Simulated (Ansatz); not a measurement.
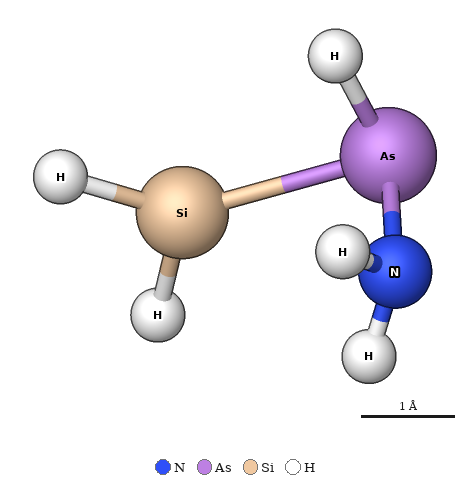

Figure 1. The starting structure (ball-and-stick view, seen at a tilt).

# Geometry relaxation, with input and output: SiAsNH₅ (charge +1)

SiAsNH₅, charge +1, computed with RKS PBE-D4/def2-TZVP (Ansatz 0.2.0).

It belongs to a series of runs on one base structure; here: end point B relaxed.

The program's output:
```
The last accepted step is kept in [file] (removed where the run ends without a failure and the disk answers)
Engine: ansatz 0.2.0, x86_64-unknown-linux-gnu
Functional definition: PBE
  parameter kappa = 0.804
  parameter beta = 0.06672455060314922
  exchange = pbe_x(kappa = kappa, mu = beta*pi^2/3)
  correlation = pbe_c(beta = beta)
1000 factors; their error is unknown
mean field evaluation 1: about -70248.4709 eV, gradient 9.8e1 eV
mean field evaluation 2: about -70146.2034 eV, gradient 1.7e2 eV
mean field evaluation 4: about -70264.6104 eV, gradient 2.9e1 eV
mean field evaluation 8: about -70267.3866 eV, gradient 1.4e-1 eV
mean field evaluation 16: about -70267.3693 eV, gradient 4.3e-3 eV
mean field -70267.36928637 eV, -2582.2781923404 hartree, gradient 5.4e-5 eV, S^2 0.000000; 0 other end points of the search recorded, 0 dependent functions left out
the calculation of the forces begins
reference -70267.36932617 eV, -2582.2781938032 hartree; 29, 29 occupied and 117, 117 virtual orbitals, 1000 factors
relax step   1: F+E_penalty+E_count = -70267.52380316 eV  Δ(F+E_penalty+E_count) = +0.000e0 eV  max|allowed force component| = 1.487e0 eV/Å  Δτ_max = 0.0000 Å  (30 SCF iters, accepted)
these checks for a lower state are left out or cut short: starts, cluster_reference, orbital_swaps, neighbouring_geometries, increment
1000 factors; their error is unknown
mean field -70267.60513134 eV, -2582.2868594834 hartree, gradient 1.4e-5 eV, S^2 0.000000; 0 other end points of the search recorded, 0 dependent functions left out
[... from here on the field's lines of each further geometry are left out, up to the last ...]
relax step   2: F+E_penalty+E_count = -70267.75987191 eV  Δ(F+E_penalty+E_count) = -2.361e-1 eV  max|allowed force component| = 1.604e0 eV/Å  Δτ_max = 0.1945 Å  (37 SCF iters, accepted)
relax step   3: F+E_penalty+E_count = -70267.93597440 eV  Δ(F+E_penalty+E_count) = -1.761e-1 eV  max|allowed force component| = 1.724e0 eV/Å  Δτ_max = 0.1953 Å  (38 SCF iters, accepted)
relax step   4: F+E_penalty+E_count = -70268.13329501 eV  Δ(F+E_penalty+E_count) = -1.973e-1 eV  max|allowed force component| = 1.366e0 eV/Å  Δτ_max = 0.1999 Å  (38 SCF iters, accepted)
relax step   5: F+E_penalty+E_count = -70268.61972248 eV  Δ(F+E_penalty+E_count) = -4.864e-1 eV  max|allowed force component| = 1.591e0 eV/Å  Δτ_max = 0.1948 Å  (37 SCF iters, accepted)
relax step   6: F+E_penalty+E_count = -70269.19593015 eV  Δ(F+E_penalty+E_count) = -5.762e-1 eV  max|allowed force component| = 1.583e0 eV/Å  Δτ_max = 0.1949 Å  (38 SCF iters, accepted)
relax step   7: F+E_penalty+E_count = -70269.41293467 eV  Δ(F+E_penalty+E_count) = -2.170e-1 eV  max|allowed force component| = 2.183e0 eV/Å  Δτ_max = 0.1949 Å  (37 SCF iters, accepted)
relax step   8: F+E_penalty+E_count = -70269.47757339 eV  Δ(F+E_penalty+E_count) = -6.464e-2 eV  max|allowed force component| = 8.957e-1 eV/Å  Δτ_max = 0.1015 Å  (31 SCF iters, accepted)
relax step   9: F+E_penalty+E_count = -70269.50971708 eV  Δ(F+E_penalty+E_count) = -3.214e-2 eV  max|allowed force component| = 1.390e-1 eV/Å  Δτ_max = 0.0693 Å  (32 SCF iters, accepted)
relax step  10: F+E_penalty+E_count = -70269.51258015 eV  Δ(F+E_penalty+E_count) = -2.863e-3 eV  max|allowed force component| = 5.453e-2 eV/Å  Δτ_max = 0.0125 Å  (32 SCF iters, accepted)
relax step  11: F+E_penalty+E_count = -70269.51277004 eV  Δ(F+E_penalty+E_count) = -1.899e-4 eV  max|allowed force component| = 2.851e-2 eV/Å  Δτ_max = 0.0148 Å  (32 SCF iters, accepted)
relax step  12: F+E_penalty+E_count = -70269.51294265 eV  Δ(F+E_penalty+E_count) = -1.726e-4 eV  max|allowed force component| = 2.627e-2 eV/Å  Δτ_max = 0.0115 Å  (32 SCF iters, accepted)
the calculation of the forces begins
reference -70269.36114502 eV, -2582.3513917959 hartree; 29, 29 occupied and 117, 117 virtual orbitals, 1000 factors
relax step  13: F+E_penalty+E_count = -70269.51304549 eV  Δ(F+E_penalty+E_count) = -1.028e-4 eV  max|allowed force component| = 3.794e-3 eV/Å  Δτ_max = 0.0039 Å  (33 SCF iters, accepted)
1000 factors; their error is unknown
mean field evaluation 128: about -70269.3611 eV, gradient 4.4e-3 eV
```

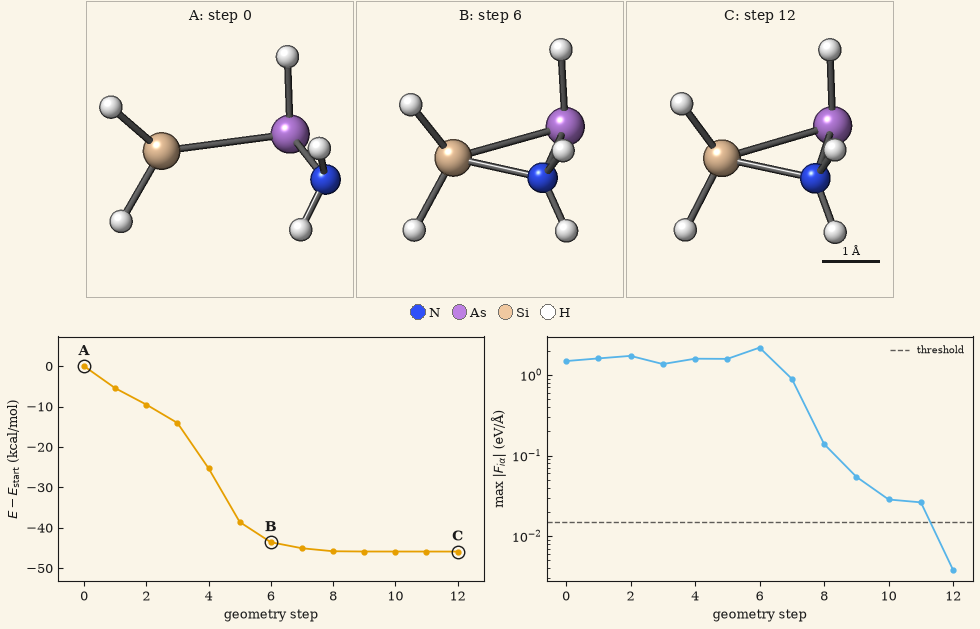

Figure 2. Frames of the relaxation (ball-and-stick view, seen at a tilt) above the curves, on which the letters mark them (the first geometry is step 0 here and step 1 in the log).

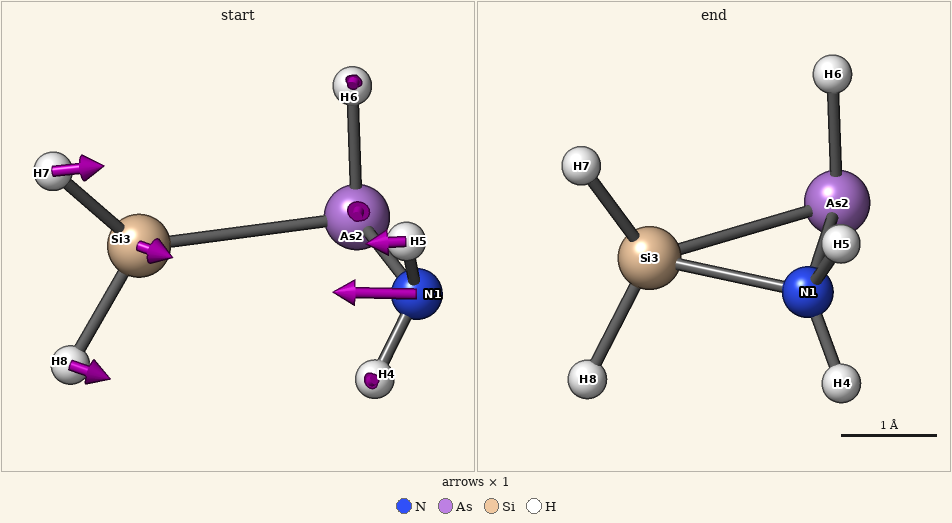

Figure 3. Before (left) and after (right) the relaxation, at one scale (ball-and-stick view, seen at a tilt). The pink arrows give the displacements, at true length. N1 moves most after the best rigid fit: 0.90 Å. By element the largest moves are N 0.90 Å, H 0.58 Å, Si 0.43 Å, As 0.31 Å. Among the contacts that change: N1–Si3 3.092 → 1.847 Å, N1–As2 1.835 → 2.072 Å, As2–Si3 2.404 → 2.337 Å, As2–H6 1.503 → 1.539 Å. New bonds form: N1–Si3 (3.09 → 1.85 Å). Among the angles that change: N1–As2–Si3 92.7° → 49.1°, H7–Si3–H8 104.9° → 119.5°, As2–Si3–H7 132.7° → 121.4°. Over 12 geometry steps the energy falls by 45.9 kcal/mol. Largest force component: 1.5 eV/Å at the start, 0.0038 eV/Å at the end. (Atoms are counted from 1 in the order of the input.)

```
mean field -70269.36110706 eV, -2582.3513904006 hartree, gradient 6.7e-5 eV, S^2 0.000000; 1 other end points of the search recorded, 0 dependent functions left out
the calculation of the forces begins
reference -70269.36114502 eV, -2582.3513917959 hartree; 29, 29 occupied and 117, 117 virtual orbitals, 1000 factors
Total energy: -70269.51308346 eV, -2582.3569754303 hartree
Atom 0 at    -0.322169     0.080115    -0.758643 Å, force     0.000853     0.001723     0.000840 eV/Å
Atom 1 at    -0.667278     0.777528     1.162198 Å, force    -0.001898     0.001862    -0.001829 eV/Å
Atom 2 at     0.647490    -0.993785     0.389557 Å, force     0.001265    -0.003794    -0.001004 eV/Å
Atom 3 at    -1.170263    -0.284266    -1.202996 Å, force    -0.001512     0.000491     0.001146 eV/Å
Atom 4 at     0.143141     0.741745    -1.386288 Å, force    -0.000121     0.000647     0.000097 eV/Å
Atom 5 at     0.564777     1.688009     1.012639 Å, force     0.000585    -0.001639    -0.000696 eV/Å
Atom 6 at     2.096951    -0.826203     0.137562 Å, force    -0.000373     0.000867     0.000967 eV/Å
Atom 7 at     0.059331    -2.353063     0.390351 Å, force     0.001200    -0.000157     0.000479 eV/Å
Dipole moment:     0.202669    -0.221106    -0.577221 e Å
```

Trajectory as extended XYZ (Å, eV, eV/Å), 13 frames, from step=1 to step=13:
```
8
Properties=species:S:1:pos:R:3:forces:R:3 step=1 energy=-70267.52380
N    -0.9119    0.7325   -0.9314    0.4185  -0.4245  -0.8565
As   -0.6245    0.6687    0.8798   -0.5255  -0.3504   1.4868
Si    0.8817   -1.1952    0.6895    0.0410   0.1726   0.3455
H    -1.1506   -0.1734   -1.3234   -0.6769  -0.1795  -0.3057
H    -0.1237    1.0815   -1.4652    0.2617   0.3335  -0.3366
H     0.5640    1.5877    0.8619    0.5023   0.4490   0.0118
H     2.3244   -1.2884    0.4003    0.4165   0.2700  -0.2125
H     0.3926   -2.5831    0.6329   -0.4376  -0.2707  -0.1329
8
Properties=species:S:1:pos:R:3:forces:R:3 step=2 energy=-70267.75987
N    -0.8277    0.6894   -0.9301   -0.0027  -1.6038  -0.8269
As   -0.6352    0.6439    0.9330   -0.1171   0.0519   0.4554
Si    0.9174   -1.1835    0.7473   -0.2136  -0.0186  -0.0536
H    -1.3351   -0.1328   -1.3696    0.4738   1.2024   0.5776
H    -0.0147    0.9473   -1.5007   -0.1536   0.0319   0.0168
H     0.5642    1.5958    0.9284    0.0342   0.1488   0.0042
H     2.3621   -1.1838    0.3577   -0.0201   0.1137  -0.0891
H     0.3209   -2.5461    0.5783   -0.0009   0.0737  -0.0844
8
Properties=species:S:1:pos:R:3:forces:R:3 step=3 energy=-70267.93597
N    -0.7139    0.5806   -0.8970   -0.3129  -1.7243  -0.5551
As   -0.6512    0.6779    0.9958    0.0909   0.0449   0.0297
Si    0.8780   -1.1504    0.7241   -0.3102   0.1042  -0.2039
H    -1.3883   -0.1212   -1.3405    1.0592   1.1929   0.7269
H     0.0962    0.7865   -1.4956   -0.2786   0.0474   0.1265
H     0.5388    1.6559    0.9849   -0.0517  -0.0041  -0.0089
H     2.3143   -1.0913    0.2795   -0.2032   0.1352  -0.0615
H     0.2781   -2.5079    0.4930    0.0065   0.2038  -0.0538
8
Properties=species:S:1:pos:R:3:forces:R:3 step=4 energy=-70268.13330
N    -0.6065    0.4186   -0.8654    0.9323  -0.6660   0.7524
As   -0.6096    0.6586    1.0376   -0.9005   1.0245  -0.0950
Si    0.8252   -1.1178    0.7927    0.2731  -0.4216  -1.3657
H    -1.3120   -0.1846   -1.2954    0.0899   0.0976   0.0877
H     0.1168    0.7688   -1.5079   -0.2741  -0.0795   0.2802
H     0.5631    1.6551    1.0031   -0.0128  -0.0539  -0.0230
H     2.1955   -0.9580    0.1896   -0.1584  -0.0040   0.1511
H     0.1795   -2.4106    0.3901    0.0505   0.1029   0.2122
8
Properties=species:S:1:pos:R:3:forces:R:3 step=5 energy=-70268.61972
N    -0.4906    0.2730   -0.8081    1.0230  -0.9403   0.2030
As   -0.6500    0.7152    1.0701   -0.4116   0.6502   0.1089
Si    0.7765   -1.0741    0.6947   -0.3017   0.0131  -1.5910
H    -1.2931   -0.1917   -1.2648    0.4134   0.2277   0.2951
H     0.1366    0.7575   -1.4800   -0.5031  -0.1844   0.5865
H     0.5514    1.6764    1.0116   -0.0248  -0.0114  -0.0049
H     2.1725   -0.9308    0.1513   -0.2269   0.0905   0.1716
H     0.1487   -2.3954    0.3695    0.0316   0.1545   0.2308
8
Properties=species:S:1:pos:R:3:forces:R:3 step=6 energy=-70269.19593
N    -0.3734    0.1273   -0.7528    0.7932  -0.3041  -0.6104
As   -0.6798    0.7637    1.0785   -0.2008   0.4686   0.6887
Si    0.7108   -1.0249    0.5700   -0.4768   0.1271  -1.5833
H    -1.2452   -0.2060   -1.2093    0.5665  -0.0405   0.3160
H     0.1427    0.7453   -1.4267   -0.4393  -0.5286   0.7416
H     0.5483    1.6894    1.0143   -0.0148   0.0102  -0.0320
H     2.1381   -0.8877    0.1196   -0.2702   0.1042   0.2178
H     0.1105   -2.3770    0.3508    0.0422   0.1630   0.2614
8
Properties=species:S:1:pos:R:3:forces:R:3 step=7 energy=-70269.41294
N    -0.2970    0.0503   -0.7167   -0.9904   1.1900  -2.1833
As   -0.6914    0.8021    1.1257   -0.0200   0.1342   0.5789
Si    0.6310   -0.9740    0.3996    0.9421  -1.1657   0.5466
H    -1.1820   -0.2477   -1.1759    0.5074  -0.1307   0.3326
H     0.1506    0.7134   -1.3852   -0.0875  -0.4064   0.5024
H     0.5531    1.7002    1.0204    0.0102   0.0066  -0.0278
H     2.1023   -0.8467    0.1167   -0.3666   0.0982   0.1368
H     0.0853   -2.3674    0.3598    0.0048   0.2738   0.1138
8
Properties=species:S:1:pos:R:3:forces:R:3 step=8 energy=-70269.47757
N    -0.2991    0.0526   -0.7466   -0.4360   0.4695  -0.8957
As   -0.6563    0.7556    1.1507   -0.0013   0.0938   0.2163
Si    0.6608   -1.0151    0.3756    0.0736   0.0283   0.2416
H    -1.1681   -0.2747   -1.1987    0.2637  -0.0404   0.2046
H     0.1525    0.7201   -1.3925   -0.0253  -0.2049   0.2752
H     0.5623    1.6927    1.0350   -0.0252  -0.0563  -0.0401
H     2.1020   -0.7591    0.1162   -0.0803  -0.2438   0.0298
H    -0.0022   -2.3421    0.4045    0.2307  -0.0460  -0.0316
8
Properties=species:S:1:pos:R:3:forces:R:3 step=9 energy=-70269.50972
N    -0.3195    0.0787   -0.7543   -0.0252   0.0127  -0.0984
As   -0.6695    0.7766    1.1583    0.0220   0.0034   0.0188
Si    0.6518   -1.0008    0.4023   -0.0484   0.0570  -0.1390
H    -1.1696   -0.2674   -1.2108   -0.0067  -0.0877   0.0885
H     0.1406    0.7381   -1.3896    0.0830   0.0004   0.0814
H     0.5585    1.6948    1.0167   -0.0048  -0.0169  -0.0011
H     2.0992   -0.8278    0.1247   -0.0471  -0.0159   0.0389
H     0.0605   -2.3620    0.3971    0.0271   0.0471   0.0109
8
Properties=species:S:1:pos:R:3:forces:R:3 step=10 energy=-70269.51258
N    -0.3220    0.0789   -0.7574   -0.0042   0.0373  -0.0545
As   -0.6688    0.7781    1.1621    0.0076  -0.0081  -0.0055
Si    0.6479   -0.9942    0.3925   -0.0200   0.0023  -0.0211
H    -1.1690   -0.2787   -1.2090   -0.0228  -0.0403   0.0420
H     0.1412    0.7397   -1.3881    0.0359   0.0041   0.0356
H     0.5653    1.6863    1.0162   -0.0025   0.0024  -0.0060
H     2.0957   -0.8258    0.1328    0.0063   0.0025   0.0096
H     0.0617   -2.3543    0.3953   -0.0002  -0.0003   0.0000
8
Properties=species:S:1:pos:R:3:forces:R:3 step=11 energy=-70269.51277
N    -0.3215    0.0812   -0.7568   -0.0177  -0.0160  -0.0005
As   -0.6661    0.7750    1.1658    0.0018   0.0154  -0.0249
Si    0.6470   -0.9958    0.3894    0.0172   0.0066  -0.0013
H    -1.1707   -0.2803   -1.2013    0.0020  -0.0052  -0.0079
H     0.1457    0.7427   -1.3834   -0.0076   0.0006   0.0071
H     0.5610    1.6893    1.0023    0.0085  -0.0024   0.0285
H     2.0968   -0.8262    0.1398   -0.0035  -0.0042  -0.0019
H     0.0597   -2.3557    0.3886   -0.0008   0.0053   0.0009
8
Properties=species:S:1:pos:R:3:forces:R:3 step=12 energy=-70269.51294
N    -0.3218    0.0793   -0.7598    0.0119   0.0037   0.0263
As   -0.6673    0.7773    1.1592   -0.0010  -0.0005   0.0216
Si    0.6490   -0.9942    0.3886   -0.0142  -0.0028   0.0061
H    -1.1719   -0.2836   -1.2008   -0.0049  -0.0071  -0.0178
H     0.1418    0.7430   -1.3856    0.0058   0.0057  -0.0232
H     0.5638    1.6898    1.0134    0.0007  -0.0045  -0.0077
H     2.0992   -0.8288    0.1393   -0.0013   0.0052  -0.0049
H     0.0591   -2.3527    0.3899    0.0031   0.0002  -0.0003
8
Properties=species:S:1:pos:R:3:forces:R:3 step=13 energy=-70269.51304
N    -0.3222    0.0801   -0.7586    0.0009   0.0017   0.0008
As   -0.6673    0.7775    1.1622   -0.0019   0.0019  -0.0018
Si    0.6475   -0.9938    0.3896    0.0013  -0.0038  -0.0010
H    -1.1703   -0.2843   -1.2030   -0.0015   0.0005   0.0011
H     0.1431    0.7417   -1.3863   -0.0001   0.0006   0.0001
H     0.5648    1.6880    1.0126    0.0006  -0.0016  -0.0007
H     2.0970   -0.8262    0.1376   -0.0004   0.0009   0.0010
H     0.0593   -2.3531    0.3904    0.0012  -0.0002   0.0005
```

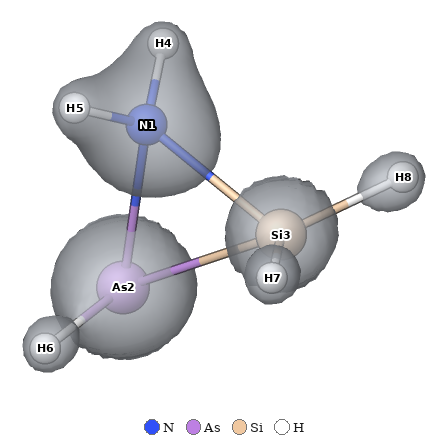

Figure 4. Isosurface of the total electron density at 1 e/Å³ (grey), seen at a tilt. At this value the surface falls into six separate pieces. It is pinched off along the Si–N (1.85 Å), As–N (2.07 Å) and Si–As (2.34 Å) contacts. On the grid the lowest density along these lines, outside the cores, is 0.69 e/Å³ (Si–N, 1.85 Å), 0.64 e/Å³ (As–N, 2.07 Å), 0.56 e/Å³ (Si–As, 2.34 Å) and 2.2 e/Å³ (N–H, 1.02 Å).

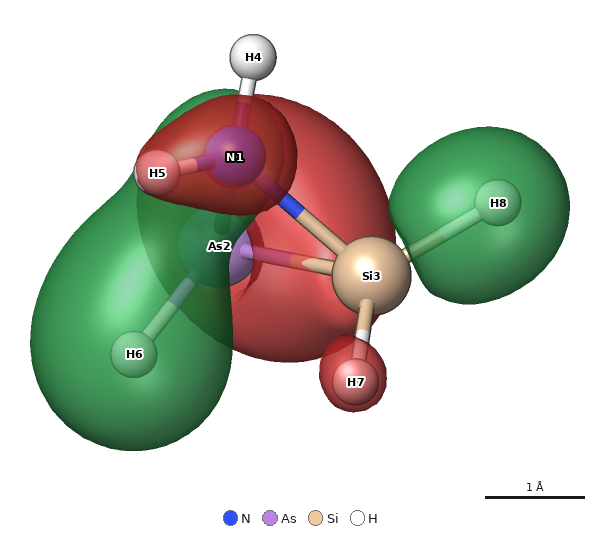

Figure 5. One frontier orbital at ±0.1 Å⁻³ᐟ² (green and red are the two phases), seen at a tilt. The HOMO−1, at −13.12 eV. It lies mainly on As2 (55 %), H6 (20 %), Si3 (10 %) and N1 (10 %).

This output came from the following input.

Input file:
```yaml
crystal:
  periodic: [false, false, false]
  atoms:
    - { symbol: "N", position_ang: [-0.91185, 0.73245, -0.93141] }
    - { symbol: As, position_ang: [-0.62454, 0.66871, 0.87984] }
    - { symbol: Si, position_ang: [0.88165, -1.19521, 0.68955] }
    - { symbol: H, position_ang: [-1.15056, -0.17343, -1.3234] }
    - { symbol: H, position_ang: [-0.12374, 1.08145, -1.46524] }
    - { symbol: H, position_ang: [0.56401, 1.5877, 0.86185] }
    - { symbol: H, position_ang: [2.3244, -1.28844, 0.40031] }
    - { symbol: H, position_ang: [0.39261, -2.58315, 0.63288] }
total_charge: 1
basis:
  gaussian: { orbitals: def2-TZVP }
hamiltonian:
  xc: pbe
  dispersion: d4
relax:
  f_tol: 0.015
  max_steps: 40
output:
  orbitals: {}
```

Command:
```bash
ansatz run input.yaml --threads 2 --pin off --max-ram 3072MiB --backend cpu --events-out ev --progress --plain --runs-dir out
```

Summary:

- outcome: converged
- total energy: −70269.5131 eV
- mean-field energy: −70269.3611 eV
- largest force (length of the vector) at the end: 0.004 eV/Å
- hardware: 2 threads of Intel Xeon @ 2.90GHz (Ice Lake), 176 GiB of memory available, shared host
- wall time: 28 s (CPU time 52 s)
- peak memory: 0.19 GiB
